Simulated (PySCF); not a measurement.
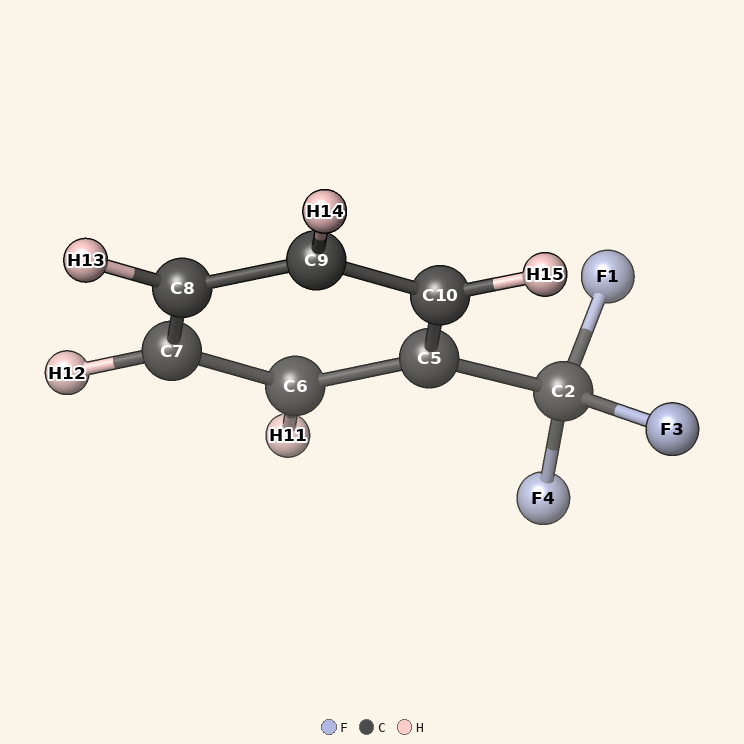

Atoms fade into the background with distance from the viewer. The geometry was computed by an optimisation with PBE0-D3(BJ)/def2-TZVP. No frequency run is at hand to confirm it as a minimum.

Q: What is the conformation of the ring C5–C6–C7–C8–C9–C10?

A: It is planar. The Cremer–Pople amplitude Q is 0.00 Å.

Q: Give the torsion angles round the ring, beginning with the bond from its second to its third atom.

A: 0°, 0°, 0°, 0°, 0°, 0°.
